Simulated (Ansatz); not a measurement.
# C3H10Si···HF: what the fields show

Input

```
crystal:
  periodic: [false, false, false]
  atoms:
    - { symbol: Si, position_ang: [0.1733, 0.1389, 0.0155] }
    - { symbol: H, position_ang: [1.921, 0.5108, 0.5886] }
    - { symbol: C, position_ang: [0.5928, -1.7301, 0.1125] }
    - { symbol: C, position_ang: [-0.4919, 0.3722, -1.7492] }
    - { symbol: C, position_ang: [-1.0111, 0.5236, 1.4414] }
    - { symbol: H, position_ang: [1.6775, 1.436, 0.3772] }
    - { symbol: F, position_ang: [0.7306, 2.0624, -0.0377] }
    - { symbol: H, position_ang: [1.4094, -1.9938, -0.5551] }
    - { symbol: H, position_ang: [0.8856, -2.0296, 1.1144] }
    - { symbol: H, position_ang: [-0.2635, -2.3361, -0.1725] }
    - { symbol: H, position_ang: [-0.9171, 1.3586, -1.8907] }
    - { symbol: H, position_ang: [0.3068, 0.2546, -2.4732] }
    - { symbol: H, position_ang: [-1.2526, -0.3638, -1.982] }
    - { symbol: H, position_ang: [-0.4955, 0.4935, 2.3948] }
    - { symbol: H, position_ang: [-1.8131, -0.2047, 1.4808] }
    - { symbol: H, position_ang: [-1.4524, 1.5077, 1.3351] }
basis:
  gaussian: { orbitals: "6-31G*" }
hamiltonian:
  xc: r2scan
relax:
  f_tol: 0.15
  max_steps: 25
  restrain:
    - { distance: [0, 6], at: 2.98, k: 30.0 }
    - { distance: [5, 1], at: 1.92, k: 30.0 }
    - { distance: [0, 1], at: 1.42, k: 30.0 }
    - { distance: [5, 6], at: 0.88, k: 30.0 }
output:
  orbitals: {}
```

Command:

```sh
ansatz run input.yaml --threads 2 --pin off --max-ram 3072MiB --backend cpu --events-out ev --progress --plain --runs-dir out
```

The fields are those of the run's last geometry, not of the input's.

Not at a stationary point (largest force 1.3 eV/Å).

Theory: RKS r2SCAN/6-31G* in Ansatz 0.2.0.

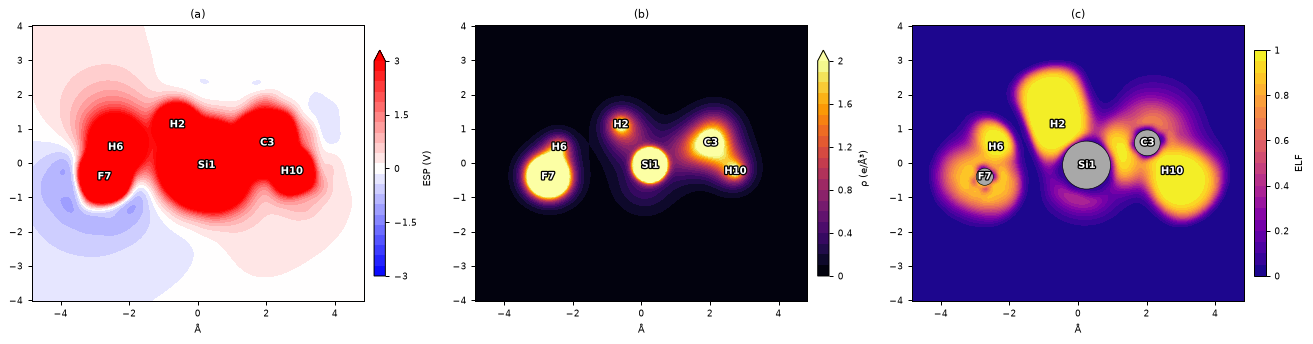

Figure 1. (a) electrostatic potential; (b) total electron density; (c) electron localisation function on the plane of atoms Si1, C3 and H10. Grey discs cover the atomic cores in the ELF map.

Q: What does the map show?

A:
- The section cuts through Si, H, C and F sites.
- Si1···H6 (2.70 Å): the density falls to about 0.09 e/Å³ on the way; the ELF dips to about 0.05 between them.
- C–Si (1.89 Å): the density is about 0.93 e/Å³ at the midpoint; the ELF peaks at about 1 between the atoms: localised, covalent bonding.
- F–H (0.92 Å): the density is about 4.5 e/Å³ at the midpoint; the ELF climbs to about 1 towards the hydrogen, as it does in any bond to H; a covalent bond by its length.
- C–H (1.10 Å): ρ at the midpoint is about 1.9 e/Å³; the ELF climbs to about 1 towards the hydrogen: a covalent bond by its length.
- Si–H (1.45 Å): ρ at the midpoint is about 0.78 e/Å³; the ELF climbs to about 1 towards the hydrogen.
- The ELF also peaks beside F7, away from the bonds: lone-pair regions.
- Outside the dense part of the complex the potential is most negative (−1.1 V) near F7.

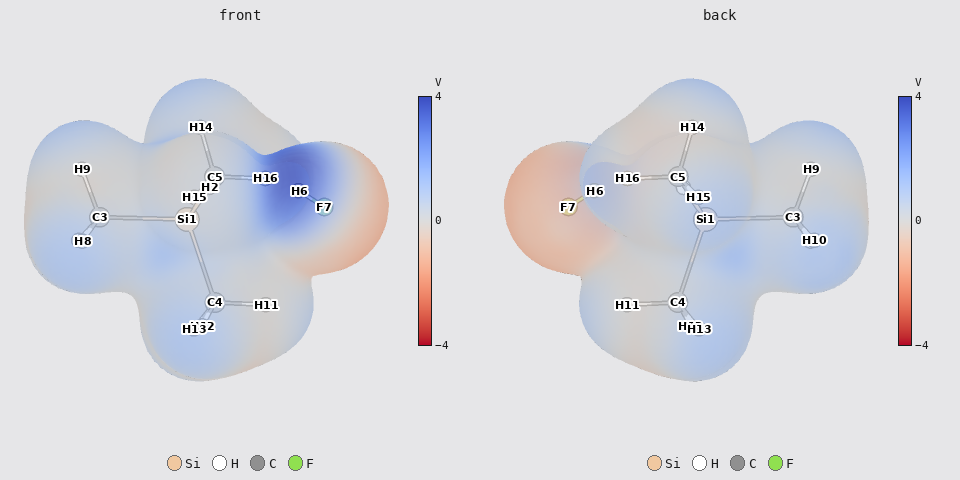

Figure 2. The molecular electrostatic potential painted on the density surface at 0.004 e/bohr³, seen from the front and from behind; red is negative and blue positive.

Q: Describe the electrostatic potential map.

A: The most negative region (about −1.1 V) lies over F7, the most positive (about +3.5 V) over H6.

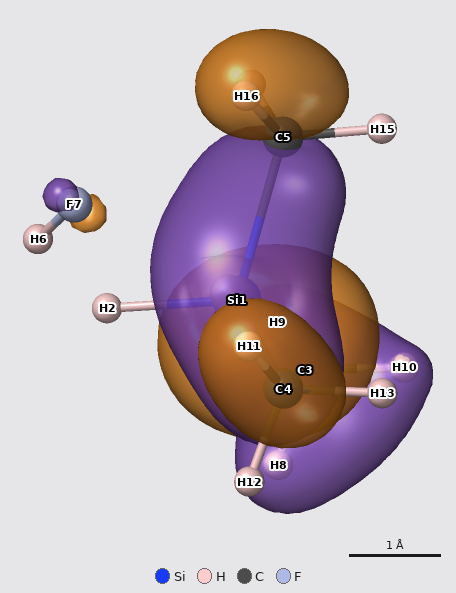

Figure 3. The HOMO at ±0.1 Å⁻³ᐟ² (orange and purple are the two phases), seen at an oblique angle.

Q: What is the character of this orbital?

A: By Hirshfeld shares it lies mainly on C3 (about 35 %), Si1 (about 25 %), C4 (about 10 %) and C5 (about 10 %). Its energy is −7.29 eV.
